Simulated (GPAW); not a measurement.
NaHF2 (R-3m), Na K edge of atom 1, with 6 F at 2.32 Å (distorted octahedral, site symmetry -3m). Method: GPAW, LDA, full core hole (charged cell), 24-atom cell with 6.9 Å between holes, 3×3×2 k points, dipole transitions, Gaussian full width 0.9 eV up to 4 eV, rising linearly to 3.5 eV at 25 eV.

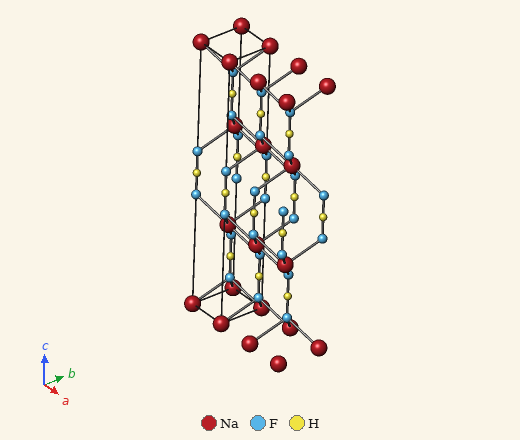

The structure (sodium red, fluorine blue, hydrogen yellow). Bonds to atoms that aren't drawn are left out. 3×1×1 conventional cells are drawn. Some periodic images of atoms are drawn too.

```xyz
4
Lattice="1.7370 1.0029 4.5833 -1.7370 1.0029 4.5833 0.0000 -2.0057 4.5833" Properties=species:S:1:pos:R:3 pbc="T T T"
Na    0.0000    0.0000    0.0000
F     0.0000    0.0000    8.0080
F     0.0000    0.0000    5.7420
H     0.0000    0.0000    6.8750
```

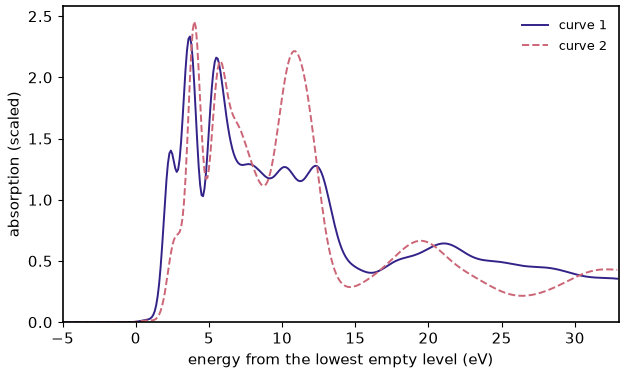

Energy from the lowest empty level; a common scale on which the isotropic spectrum has a mean of 1 over the first 20 eV.

**Question.** The curves are for the electric vector along different Cartesian axes of the cell as given, averaged over the symmetry-equivalent atoms. Which is which?

Curve 1: along z (c), main maxima 2.4 eV (1.40), 3.7 eV (2.33) and 5.5 eV (2.16). Curve 2: along x (⊥ c) (the other in-plane axis gives the same curve within 3 %), main maxima 4.0 eV (2.46), 5.8 eV (2.13) and 10.8 eV (2.21). A K edge sees empty p states on the absorber. Each direction probes the empty orbitals that point along it. The mesh is coarse (0.46 Å⁻¹ between points), so small maxima may be mesh ripples. Lifetime broadening is put in by hand, and intensities beyond about 20 eV depend on it and on the partial waves; weight that the partial waves miss at high energy is lost.

[Banner, clock and machine lines of the logs are left out without a mark of their own.]

[Logs are printed without paths, hosts, clocks, repeated set-up lines and the standing remarks that a program may print on its own settings, such as how far it seeks lower states.]

[Hosts, paths, dates, database ids (printed as entryN), source tags and the programs' standing remarks are cut or masked in the printed files.]

[Lists of maxima count a maximum above −3 eV only where it reaches 4 % of the highest in the window and stands out from its surroundings by 2 % of it (1.5 % where it reaches 55 %); shoulders and weaker maxima are passed over, and of the rest the first, up to two pre-edge ones and the few strongest are named.]
